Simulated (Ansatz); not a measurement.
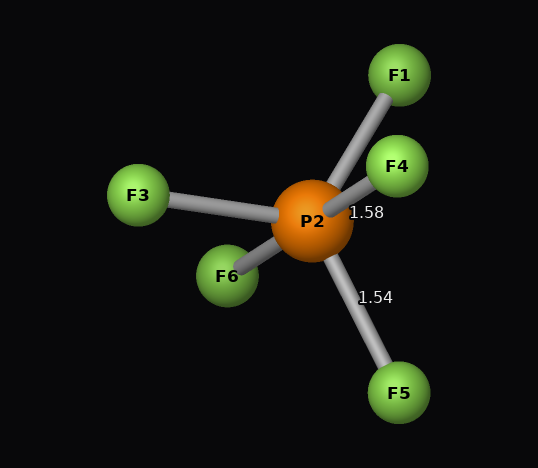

Bond lengths are marked in Å; every bond is drawn as one stick. Computed geometry: PBE0-D4/def2-TZVP optimisation.

Which of the marked bonds are single, double, triple or aromatic?

Answer. P2–F4 single; P2–F5 single.

Write the SMILES.

Answer. FP(F)(F)(F)F
